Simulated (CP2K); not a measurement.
Consider tetrahydrofuran at its PBE geometry (Å).

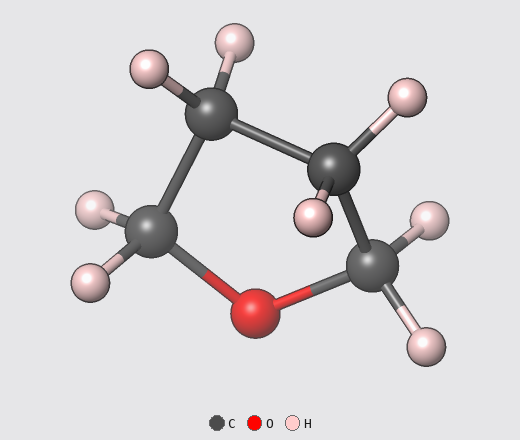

The molecule (carbon dark grey, oxygen red, hydrogen pink).

```xyz
13

C    -0.2510    1.0157   -0.2502
C     0.9278    0.3210    0.4485
C     0.7527   -1.1246   -0.0181
O    -0.6719   -1.3310   -0.1643
C    -1.3459   -0.0490   -0.1521
H    -0.5396    1.9639    0.2203
H    -0.0046    1.2170   -1.3028
H     1.9048    0.7397    0.1759
H     0.8185    0.3863    1.5408
H     1.1357   -1.8681    0.6957
H     1.2459   -1.2926   -0.9929
H    -1.9153    0.0460    0.7896
H    -2.0570   -0.0243   -0.9905
```

Method: CP2K XAS_TDP, all-electron GAPW, PBEh(45%), aug-cc-pVDZ, TDA, GW2X-corrected core level, no relativity.

Question: Predict the bright core excitations at the O K edge.

Leading lines: O4 536.32 eV. The leading line of an atom is its first one with 35 % of the strongest within 2.5 eV of its lowest line over the strength cut. Core ionisation energies at this level: O4 537.57 eV.

The first six lines of each atom with a strength over 0.0015:

| atom | energy (eV) | states | strength, one atom | above the computed threshold |
| --- | --- | --- | --- | --- |
| O4 (bonded to 2 C) | 536.32 | 1 | 0.0131 |  |
|  | 536.46 | 1 | 0.0248 |  |
|  | 536.80 | 1 | 0.0025 |  |
|  | 537.11 | 1 | 0.0220 |  |
|  | 537.54 | 1 | 0.0028 |  |
|  | 538.52 | 1 | 0.0093 | yes |

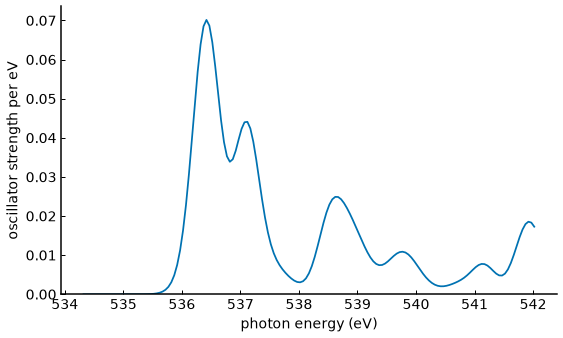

All atoms added, broadened by 0.5 eV.

Lines are vertical, at one geometry, with no vibrational structure. GW2X ionisation energies and lines can be off by 1 to 2 eV either way, and a good line position may hide errors that cancel. These values hold no scalar relativity, about 0.4 eV for O 1s. Rydberg lines, and the discretised continuum above threshold, depend on the basis and the box.

[Banner, clock and machine lines of the logs are left out without a mark of their own.]

[Logs are printed without paths, hosts, clocks, repeated set-up lines and the standing remarks that a program may print on its own settings, such as how far it seeks lower states.]

[Hosts, paths, dates, database ids (printed as entryN), source tags and the programs' standing remarks are cut or masked in the printed files.]
